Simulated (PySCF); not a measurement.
**CH2N2 (cyanamide): levels of theory compared**

Wanted: a comparison of 5 runs (HF/3-21G, HF/def2-SVP, HF/pcseg-2, BP86/6-31G, B3LYP/6-31G*) of CH2N2 (cyanamide). The job is set up through a Python script.

The calculation is run with PySCF 2.14.0.

**1. The system as given**

CH2N2: 5 atoms, total charge 0, spin state singlet. As SMILES, `N#CN`. The coordinates come from a PBE0-D4/def2-TZVP relaxation.

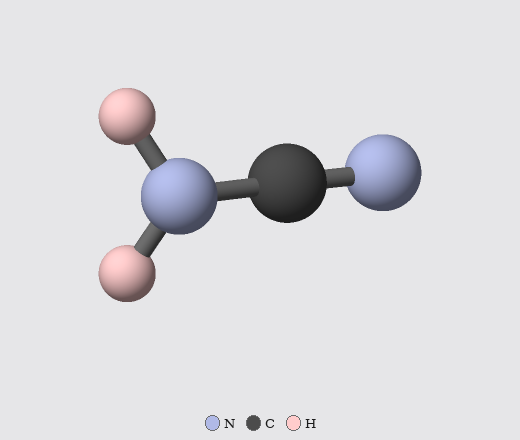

The structure, seen from a chosen angle (nitrogen light blue, carbon dark grey, hydrogen pink).

**2. Energy and gradient at HF/3-21G (run 1)**

File input.py:

```python
from pyscf import gto

mol = gto.M(
    atom='''
N      0.447810    -1.270520     1.345510
C      0.216740    -0.523780     0.496350
N     -0.007960     0.313840    -0.518670
H     -0.900000     0.205110    -0.976640
H      0.243420     1.275350    -0.346570
''',
    basis='3-21g',
    verbose=3,
    spin=0,
    max_memory=1860,
)

mf = mol.RHF()
mf.conv_tol = 1e-10
mf.kernel()
if not mf.converged:
    mf = mf.newton().run(mf.mo_coeff, mf.mo_occ)

etot = mf.e_tot
print('Final energy', etot)
grad = mf.nuc_grad_method().kernel()
dip = mf.dip_moment()
pop, q = mf.mulliken_pop()
```

Started as:

```sh
OMP_NUM_THREADS=1 python input.py
```

Log:

```text
converged SCF energy = -147.08089174364
Final energy -147.08089174364017
--------------- RHF gradients ---------------
         x                y                z
0 N     0.0069310565    -0.0194514760     0.0204677389
1 C    -0.0126069534     0.0267071869    -0.0224944739
2 N     0.0157347003    -0.0130284019    -0.0064400075
3 H    -0.0072686665     0.0007877188     0.0029992580
4 H    -0.0027901369     0.0049849722     0.0054674845
----------------------------------------------
Dipole moment(X, Y, Z, Debye): -1.86729,  3.38312, -2.35803
 ** Mulliken pop  **
pop of  0 N 1s            1.99196
pop of  0 N 2s            0.42066
pop of  0 N 3s            1.47891
pop of  0 N 2px           0.48516
pop of  0 N 2py           0.55709
pop of  0 N 2pz           0.61355
pop of  0 N 3px           0.62100
pop of  0 N 3py           0.62898
pop of  0 N 3pz           0.67568
pop of  1 C 1s            1.98617
pop of  1 C 2s            0.45034
pop of  1 C 3s            0.36673
pop of  1 C 2px           0.46850
pop of  1 C 2py           0.57155
pop of  1 C 2pz           0.59092
pop of  1 C 3px           0.49312
pop of  1 C 3py           0.26026
pop of  1 C 3pz           0.17133
pop of  2 N 1s            1.98809
pop of  2 N 2s            0.35929
pop of  2 N 3s            1.36354
pop of  2 N 2px           0.65638
pop of  2 N 2py           0.57777
pop of  2 N 2pz           0.64306
pop of  2 N 3px           0.83331
pop of  2 N 3py           0.66798
pop of  2 N 3pz           0.81121
pop of  3 H 1s            0.43530
pop of  3 H 2s            0.19841
pop of  4 H 1s            0.43530
pop of  4 H 2s            0.19842
 ** Mulliken atomic charges  **
charge of    0N =     -0.47300
charge of    1C =      0.64107
charge of    2N =     -0.90063
charge of    3H =      0.36628
charge of    4H =      0.36628
```

Wall time 0.7 s (1 thread of Arm Neoverse V2, shared host); peak memory 0.12 GiB.

**3. Energy and forces at HF/def2-SVP (run 2)**

File job.py:

```python
from pyscf import gto, scf

system = gto.M(
    atom='''
N    0.447810  -1.270520   1.345510
C    0.216740  -0.523780   0.496350
N   -0.007960   0.313840  -0.518670
H   -0.900000   0.205110  -0.976640
H    0.243420   1.275350  -0.346570
''',
    max_memory=1860,
    basis='def2-svp',
    charge=0,
    verbose=4,
)

mf = scf.RHF(system)
mf.conv_tol = 1e-10
mf.kernel()
if not mf.converged:
    mf = mf.newton().run(mf.mo_coeff, mf.mo_occ)

etot = mf.e_tot
print('E = %.10f Eh' % etot)
grad = mf.nuc_grad_method().kernel()
mf.analyze()
```

Started as:

```sh
OMP_NUM_THREADS=1 python job.py
```

Log:

```text
PySCF version 2.14.0

[INPUT] num. atoms = 5
[INPUT] num. electrons = 22
[INPUT] charge = 0
[INPUT] spin (= nelec alpha-beta = 2S) = 0
[INPUT] symmetry False subgroup None
[INPUT] Mole.unit = angstrom
[INPUT] Symbol           X                Y                Z      unit          X                Y                Z       unit  Magmom
[INPUT]  1 N      0.447810000000  -1.270520000000   1.345510000000 AA    0.846238255841  -2.400934835782   2.542645397864 Bohr   0.0
[INPUT]  2 C      0.216740000000  -0.523780000000   0.496350000000 AA    0.409579240238  -0.989800749525   0.937965561928 Bohr   0.0
[INPUT]  3 N     -0.007960000000   0.313840000000  -0.518670000000 AA   -0.015042219952   0.593071646933  -0.980144249028 Bohr   0.0
[INPUT]  4 H     -0.900000000000   0.205110000000  -0.976640000000 AA   -1.700753512109   0.387601725410  -1.845582122295 Bohr   0.0
[INPUT]  5 H      0.243420000000   1.275350000000  -0.346570000000 AA    0.459997133242   2.410062212964  -0.654922382991 Bohr   0.0

[... 67 lines left out ...]
Two-electron Energy =                  110.412747178165915
[... 7 lines left out ...]
MO #4   energy= -1.26940916046712  occ= 2
[... 5 lines left out ...]
MO #10  energy= -0.465253255541274 occ= 2
[... 5 lines left out ...]
MO #16  energy= 0.332042512528583  occ= 0
[... 5 lines left out ...]
MO #22  energy= 0.83940056051903   occ= 0
[... 5 lines left out ...]
MO #28  energy= 1.14908284547775   occ= 0
[... 5 lines left out ...]
MO #34  energy= 1.84053990366688   occ= 0
[... 5 lines left out ...]
MO #40  energy= 2.44088130758451   occ= 0
[... 5 lines left out ...]
MO #46  energy= 2.913637718578     occ= 0
[... 5 lines left out ...]
MO #52  energy= 3.99964133052529   occ= 0
[... 21 lines left out ...]
pop of  1 C 2pz           0.95988
pop of  1 C 3px           0.00173
pop of  1 C 3py           0.00790
pop of  1 C 3pz           0.01049
pop of  1 C 3dxy          0.00236
pop of  1 C 3dyz          0.00270
pop of  1 C 3dz^2         0.00463
pop of  1 C 3dxz          0.00264
pop of  1 C 3dx2-y2       0.00162
pop of  2 N 1s            1.99996
pop of  2 N 2s            1.22422
pop of  2 N 3s            0.00453
pop of  2 N 2px           1.46701
pop of  2 N 2py           1.24216
pop of  2 N 2pz           1.44581
pop of  2 N 3px           0.00763
pop of  2 N 3py           0.00464
pop of  2 N 3pz           0.00870
pop of  2 N 3dxy          0.00034
pop of  2 N 3dyz          0.00235
pop of  2 N 3dz^2         0.00155
pop of  2 N 3dxz          0.00133
pop of  2 N 3dx2-y2       0.00263
pop of  3 H 1s            0.73448
pop of  3 H 2s            0.01393
pop of  3 H 2px           0.00189
pop of  3 H 2py           0.00017
pop of  3 H 2pz           0.00154
pop of  4 H 1s            0.73448
pop of  4 H 2s            0.01393
pop of  4 H 2px           0.00089
pop of  4 H 2py           0.00203
pop of  4 H 2pz           0.00067
 ** Mulliken atomic charges  **
charge of    0N =     -0.30143
charge of    1C =      0.21832
charge of    2N =     -0.41287
charge of    3H =      0.24799
charge of    4H =      0.24799
Dipole moment(X, Y, Z, Debye): -1.72701,  3.44512, -2.71791
```

It took 1.1 s on 1 thread of Arm Neoverse V2, shared host; peak memory 0.13 GiB.

Runs 3 to 4 aren't shown in full; the table further down has their settings and results.

**4. Energy and forces at B3LYP/6-31G(d) (Cartesian functions) (run 5)**

File run.py:

```python
# N#CN
from pyscf import gto, dft

molecule = gto.M(
    atom='''
N        0.447810      -1.270520       1.345510
C        0.216740      -0.523780       0.496350
N       -0.007960       0.313840      -0.518670
H       -0.900000       0.205110      -0.976640
H        0.243420       1.275350      -0.346570
''',
    basis='6-31g*',
    max_memory=1860,
    verbose=4,
    charge=0,
    cart=True,
)

myscf = dft.RKS(molecule, xc='b3lyp')
myscf.conv_tol = 1e-10
myscf.grids.level = 5
myscf.kernel()
if not myscf.converged:
    myscf = myscf.newton().run(myscf.mo_coeff, myscf.mo_occ)

e_final = myscf.e_tot
print('E = %.10f Eh' % e_final)
grad = myscf.nuc_grad_method().kernel()
myscf.analyze()
```

Started as:

```sh
OMP_NUM_THREADS=1 python run.py
```

Log:

```text
PySCF version 2.14.0

[INPUT] num. atoms = 5
[INPUT] num. electrons = 22
[INPUT] charge = 0
[INPUT] spin (= nelec alpha-beta = 2S) = 0
[INPUT] symmetry False subgroup None
[INPUT] Mole.unit = angstrom
[INPUT] Cartesian GTO integrals (6d 10f)
[INPUT] Symbol           X                Y                Z      unit          X                Y                Z       unit  Magmom
[INPUT]  1 N      0.447810000000  -1.270520000000   1.345510000000 AA    0.846238255841  -2.400934835782   2.542645397864 Bohr   0.0
[INPUT]  2 C      0.216740000000  -0.523780000000   0.496350000000 AA    0.409579240238  -0.989800749525   0.937965561928 Bohr   0.0
[INPUT]  3 N     -0.007960000000   0.313840000000  -0.518670000000 AA   -0.015042219952   0.593071646933  -0.980144249028 Bohr   0.0
[INPUT]  4 H     -0.900000000000   0.205110000000  -0.976640000000 AA   -1.700753512109   0.387601725410  -1.845582122295 Bohr   0.0
[INPUT]  5 H      0.243420000000   1.275350000000  -0.346570000000 AA    0.459997133242   2.410062212964  -0.654922382991 Bohr   0.0

[... 60 lines left out ...]
converged SCF energy = -148.779539729875
[... 18 lines left out ...]
Two-electron Coulomb Energy =          130.035778602681887
[... 6 lines left out ...]
MO #4   energy= -0.96939521808884  occ= 2
[... 4 lines left out ...]
MO #9   energy= -0.352489986743722 occ= 2
[... 4 lines left out ...]
MO #14  energy= 0.09417077369908   occ= 0
[... 4 lines left out ...]
MO #19  energy= 0.552063709765835  occ= 0
[... 4 lines left out ...]
MO #24  energy= 0.77662239842432   occ= 0
[... 4 lines left out ...]
MO #29  energy= 1.04133277265769   occ= 0
[... 4 lines left out ...]
MO #34  energy= 1.54314481002899   occ= 0
[... 4 lines left out ...]
MO #39  energy= 2.02636266785939   occ= 0
[... 4 lines left out ...]
MO #44  energy= 2.84992197245492   occ= 0
[... 4 lines left out ...]
MO #49  energy= 4.410716426458     occ= 0
[... 18 lines left out ...]
pop of  1  C 2s           0.86216
pop of  1  C 3s           0.01305
pop of  1  C 2px          0.98218
pop of  1  C 2py          0.98344
pop of  1  C 2pz          0.97112
pop of  1  C 3px          0.00281
pop of  1  C 3py          0.01043
pop of  1  C 3pz          0.01370
pop of  1  C 3dxx         0.00166
pop of  1  C 3dxy         0.00148
pop of  1  C 3dxz         0.00152
pop of  1  C 3dyy         0.00149
pop of  1  C 3dyz         0.00167
pop of  1  C 3dzz         0.00203
pop of  2  N 1s           1.99991
pop of  2  N 2s           1.23230
pop of  2  N 3s           0.00362
pop of  2  N 2px          1.45012
pop of  2  N 2py          1.23898
pop of  2  N 2pz          1.43399
pop of  2  N 3px          0.00651
pop of  2  N 3py          0.00427
pop of  2  N 3pz          0.00886
pop of  2  N 3dxx         0.00204
pop of  2  N 3dxy         0.00043
pop of  2  N 3dxz         0.00199
pop of  2  N 3dyy         0.00151
pop of  2  N 3dyz         0.00221
pop of  2  N 3dzz         0.00092
pop of  3  H 1s           0.73278
pop of  3  H 2s           0.01491
pop of  4  H 1s           0.73278
pop of  4  H 2s           0.01495
 ** Mulliken atomic charges  **
charge of    0N =     -0.26834
charge of    1C =      0.15140
charge of    2N =     -0.38766
charge of    3H =      0.25231
charge of    4H =      0.25227
Dipole moment(X, Y, Z, Debye): -1.68964,  3.31865, -2.57093
```

It took 6.9 s on 1 thread of Arm Neoverse V2, shared host; peak memory 0.51 GiB.

**5. All runs side by side**

| run | level | integration grid | Cartesian functions | energy (Eh) | dipole moment (D) | HOMO energy (eV) | LUMO energy (eV) | wall time |
| --- | --- | --- | --- | --- | --- | --- | --- | --- |
| 1 | HF/3-21G | – | no | -147.080892 | 4.53 | -10.94 | 6.00 | 0.7 s |
| 2 | HF/def2-SVP | – | no | -147.797709 | 4.72 | -11.26 | 3.87 | 1.1 s |
| 3 | HF/pcseg-2 | – | no | -147.964946 | 4.81 | -11.35 | 1.89 | 11 s |
| 4 | BP86/6-31G | 5 | no | -148.734885 | 4.56 | -6.33 | 0.03 | 4.5 s |
| 5 | B3LYP/6-31G* (Cartesian functions) | 5 | yes | -148.779540 | 4.53 | -7.39 | 1.06 | 6.9 s |

**6. Outcome**

```
                       quantity          value
            run 5: total energy  -148.77954 Eh
           run 5: dipole moment         4.53 D
             run 5: HOMO energy       -7.39 eV
             run 5: LUMO energy        1.06 eV
           run 5: HOMO–LUMO gap        8.44 eV
run 5: largest force on an atom     1.496 eV/Å
```

What this shows: The dipole moment (its size) runs from 4.53 D (B3LYP/6-31G*) to 4.81 D (HF/pcseg-2). The two ends differ in method and basis. The HOMO–LUMO gap runs from 6.36 eV (BP86/6-31G) to 16.93 eV (HF/3-21G). Totals of different functionals can't be ranked against each other. All runs together took 24 s, the longest 11 s.
